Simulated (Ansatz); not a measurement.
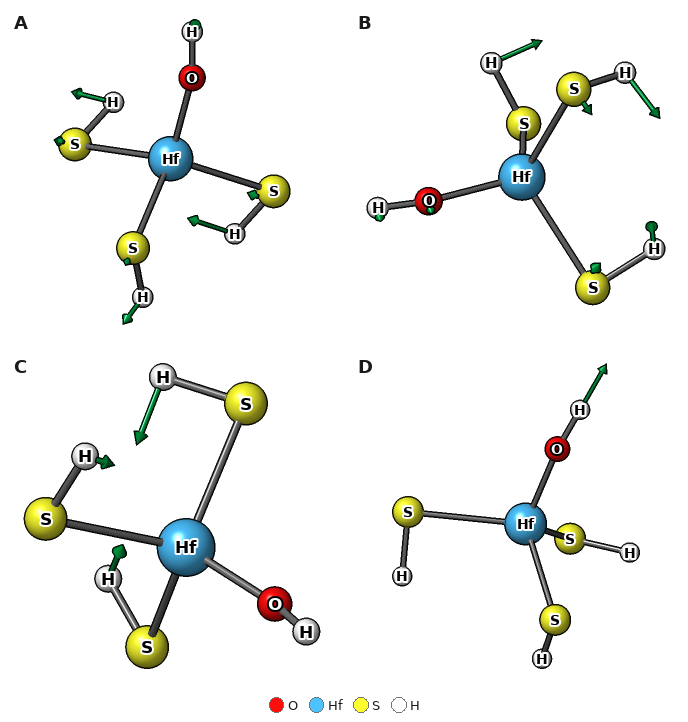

4 normal modes of one molecule or complex, as arrows. Charge 0, singlet. Harmonic vibrations computed with RKS PBE0-D4/def2-TZVP, core potentials on Hf (Ansatz 0.2.0) at a stationary point of the same level.

> Match the panels to the wavenumbers 104 cm⁻¹, 337 cm⁻¹, 509 cm⁻¹, 3993 cm⁻¹.

A: 337 cm⁻¹
B: 104 cm⁻¹
C: 509 cm⁻¹, H–S–Hf bending
D: 3993 cm⁻¹, O–H stretching
